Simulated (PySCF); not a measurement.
**CH8O2PSi3 (doublet): density, localisation and related maps**

The calculation's input:

```
{"job": {"kind": "epr", "basis": "pcH-1"}, "charge": 0, "multiplicity": 2}
O      3.670949    -0.515109     0.382515
C      3.189776     0.393869    -0.222323
O      1.921083     0.519631    -0.507905
Si     0.859617    -0.676906    -0.033400
P     -0.952215     0.075764    -1.026658
Si    -1.261402     2.041970    -0.040213
Si    -2.443262    -1.274987    -0.084660
H      3.773714     1.244704    -0.615077
H      0.864980    -0.717592     1.426584
H      1.277334    -1.948350    -0.608525
H     -2.479063     2.617935    -0.626035
H     -0.134556     2.927061    -0.356276
H     -2.424324    -1.190812     1.376868
H     -3.745330    -0.853533    -0.593232
H     -2.121714    -2.635657    -0.504885
```

Run with:

```sh
OMP_NUM_THREADS=1 python probes_run.py task.json out
```

Geometry: GFN2-xTB.

Theory: UKS B3LYP, pcH-1 on C H O P Si, non-relativistic, mean-field spin-orbit, GIAO (PySCF).

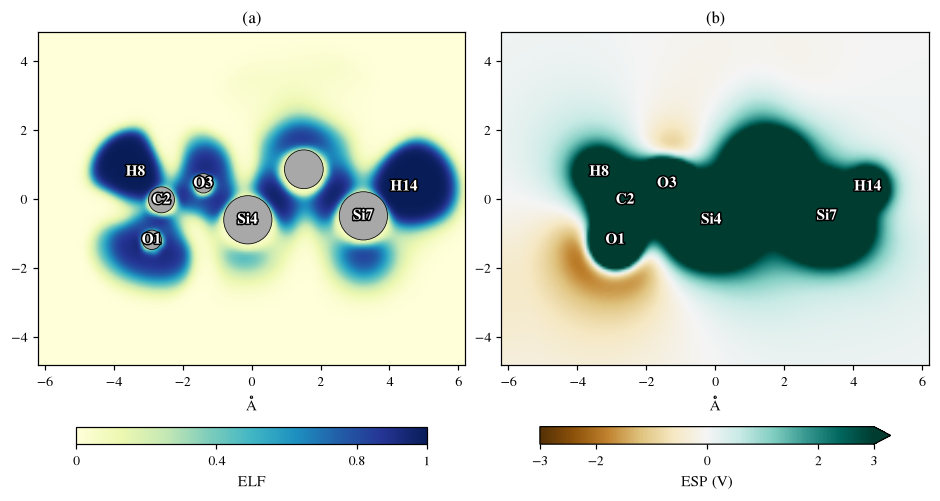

Figure 1. (a) electron localisation function; (b) electrostatic potential on the plane of atoms O3, C2 and H8. Grey discs cover the atomic cores in the ELF map.

**Interpret the plot.**

The plane passes through O, C, Si and H nuclei.
C–O (1.19 Å): the ELF peaks at about 0.85 between the atoms: a short, multiple covalent bond.
Si–O (1.67 Å): the ELF peaks at about 0.85 between the atoms; a polar covalent bond.
C–H (1.10 Å): the ELF is about 1 at the midpoint (a covalent bond by its length).
C–O (1.31 Å): the ELF peaks at about 0.85 between the atoms; a shared but strongly polarised pair.
Si–H (1.46 Å): the ELF climbs to about 1 towards the hydrogen, as it does in any bond to H.
The ELF also peaks beside O1 and O3, away from the bonds: non-bonding electrons, paired or unpaired.
Outside the dense part of the molecule the potential is most negative (−1.9 V) near O1.

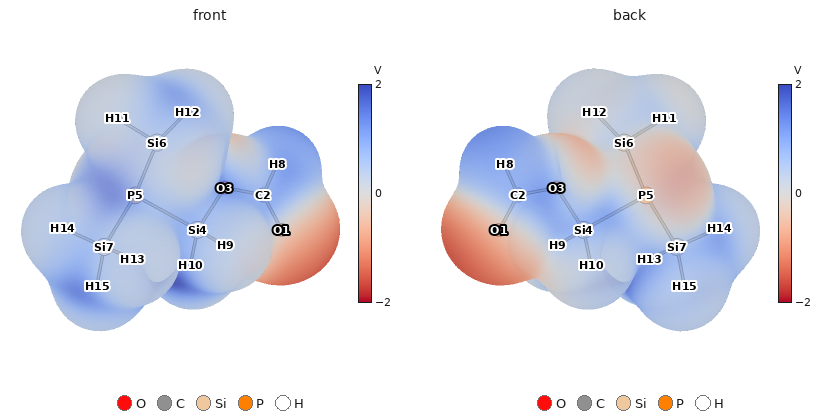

Figure 2. The molecular electrostatic potential painted on the density surface at 0.002 e/bohr³, seen from the front and from behind; red is negative and blue positive.

**Describe the electrostatic potential map.**

The most negative region (about −1.5 V) lies over O1, the most positive (about +1.9 V) over Si4 and Si7. O1 is the likeliest acceptor of a hydrogen bond.
